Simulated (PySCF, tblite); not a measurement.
**C5H8BClO: geometry, infrared bands and NMR shifts**

What infrared bands and NMR shifts should C5H8BClO (`CO[C@@H]1BC=C[C@H]1Cl`) show?

Computed with tblite 0.8.0 and PySCF 2.14.0, with density-fitted response routines of our own, on a single molecule in the gas phase. Atoms count from 0, in the outputs and in this text.

## (1) The starting structure

16 atoms, charge 0, multiplicity 1; geometry from: force field or distance geometry start.

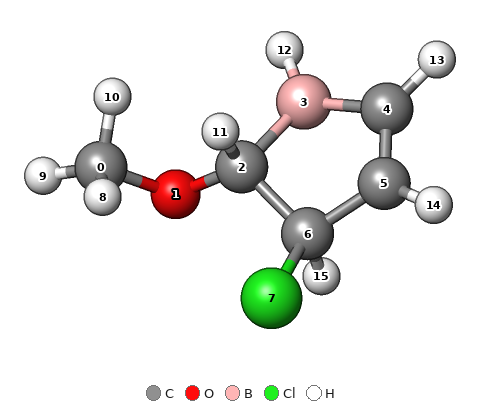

As it starts; carbon grey, oxygen red, boron pink, chlorine green, hydrogen white, atoms numbered; sticks join atoms by distance.

## (2) Relaxing the molecule with GFN2-xTB

The job: settings as JSON, then the geometry in Å.

```
{"job": {"kind": "relax", "xc": "GFN2-xTB", "basis": "xTB"}, "charge": 0, "multiplicity": 1}
C      2.371100    -0.099900     0.684000
O      1.066800     0.115200     1.211300
C      0.230600     0.036300     0.153600
B     -0.611000     1.410200    -0.078700
C     -1.798200     0.854300    -0.956000
C     -1.917400    -0.429600    -0.683600
C     -0.942700    -0.900600     0.322500
Cl    -0.436900    -2.582800     0.056900
H      2.370600    -1.093500     0.211800
H      3.159900     0.102100     1.396000
H      2.428100     0.681400    -0.130300
H      0.769900    -0.158100    -0.804800
H     -0.245100     2.503000     0.068300
H     -2.397100     1.442200    -1.678500
H     -2.663700    -1.063700    -1.153500
H     -1.392500    -0.807500     1.369500
```

Started as:

```console
$ OMP_NUM_THREADS=1 python probes_run.py task.json out
```

The driver reads the jobs from task.json and runs them one after another.

**Question.** This job is followed by: GFN2-xTB harmonic vibrations, gas phase; GIAO PBE0/pcSseg-1 NMR shielding, non-relativistic, gas phase. What will the session give for the following? strongest single infrared mode (GFN2-xTB); zero-point energy (GFN2-xTB); ¹³C shifts against TMS (PBE0/pcSseg-1); ¹H shifts against TMS (PBE0/pcSseg-1, means over atoms taken as alike); ¹⁷O shifts against H2O (PBE0/pcSseg-1); ¹¹B shifts against BF3·OEt2 (PBE0/pcSseg-1); ³⁵Cl shifts against HCl (PBE0/pcSseg-1).

**Answer**, as computed:

| quantity | value |
| --- | --- |
| strongest single infrared mode (GFN2-xTB) | 2726 cm⁻¹, 107 km/mol |
| zero-point energy (GFN2-xTB) | 75.2 kcal/mol |
| ¹³C shifts against TMS (PBE0/pcSseg-1) | 184.7, 147.8, 99.1, 73.4, 64.4 ppm |
| ¹H shifts against TMS (PBE0/pcSseg-1, means over atoms taken as alike) | 7.80, 7.19, 7.00, 4.81, 3.84, 3.76 ppm |
| ¹⁷O shifts against H2O (PBE0/pcSseg-1) | 41.8 ppm |
| ¹¹B shifts against BF3·OEt2 (PBE0/pcSseg-1) | 73.0 ppm |
| ³⁵Cl shifts against HCl (PBE0/pcSseg-1) | 199 ppm |

In words: The optimisation took 120 steps and gained 0.934 eV; among the close pairs (by a distance rule), O1–C2 changed most, from 1.351 to 1.407 Å. All 42 modes are real, so the xTB geometry is a minimum. The strongest single mode, at 2726 cm⁻¹, moves mainly H12. Unscaled tight-binding wavenumbers are off by several per cent, some by more. Its intensities can rank the bands wrongly. At PBE0/pcSseg-1: The largest span, 505 ppm, is at Cl7, where the paramagnetic term is -398 ppm.
